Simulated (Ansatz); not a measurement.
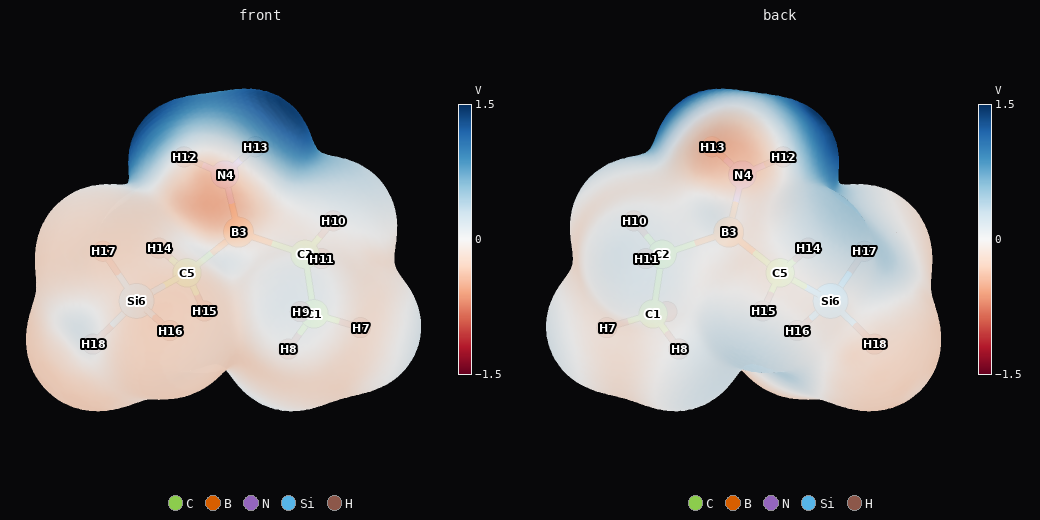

Figure 1: C$_{3}$H$_{12}$BNSi. The electrostatic potential painted on the density surface at 0.001 e/bohr³, seen from the front and from behind; the colour scale runs from red (negative) to blue (positive).

The calculation used RKS B3LYP/6-31G* in Ansatz 0.2.0.

Input

```
crystal:
  periodic: [false, false, false]
  atoms:
    - { symbol: C, position_ang: [0.7296, -2.0332, -0.2095] }
    - { symbol: C, position_ang: [1.1946, -0.7228, -0.8936] }
    - { symbol: B, position_ang: [0.4409, 0.5855, -0.3284] }
    - { symbol: "N", position_ang: [1.3539, 1.641, 0.4405] }
    - { symbol: C, position_ang: [-1.0805, 0.8105, -0.5769] }
    - { symbol: Si, position_ang: [-1.9997, 0.774, 1.0665] }
    - { symbol: H, position_ang: [1.2512, -2.8656, -0.6224] }
    - { symbol: H, position_ang: [-0.3648, -2.1072, -0.4274] }
    - { symbol: H, position_ang: [0.8544, -1.9269, 0.9184] }
    - { symbol: H, position_ang: [2.2942, -0.6369, -0.6934] }
    - { symbol: H, position_ang: [1.0124, -0.7773, -1.9665] }
    - { symbol: H, position_ang: [0.93042, 1.78219, 1.38008] }
    - { symbol: H, position_ang: [1.41284, 2.42693, -0.12635] }
    - { symbol: H, position_ang: [-1.2622, 1.8193, -1.0183] }
    - { symbol: H, position_ang: [-1.489, 0.0148, -1.2236] }
    - { symbol: H, position_ang: [-1.7889, -0.5217, 1.7142] }
    - { symbol: H, position_ang: [-1.4813, 1.8413, 1.9579] }
    - { symbol: H, position_ang: [-3.4453, 0.9864, 0.8413] }
basis:
  gaussian: { orbitals: "6-31G*" }
hamiltonian:
  xc: b3lyp
relax:
  f_tol: 0.015
  max_steps: 40
output:
  orbitals: {}
```

Command:

```sh
ansatz run input.yaml --threads 2 --pin off --max-ram 3072MiB --backend cpu --events-out ev --progress --plain --runs-dir out
```

The fields are those of the relaxed geometry.

> Which sites attract a positive test charge, and which a negative one?

A positive charge is drawn to the negative regions and a negative charge to the positive ones. The most negative region (about −0.5 V, or −12 kcal/mol for a unit charge) lies over N4, the most positive (about +1.4 V, or +32 kcal/mol for a unit charge) over H12 and H13.
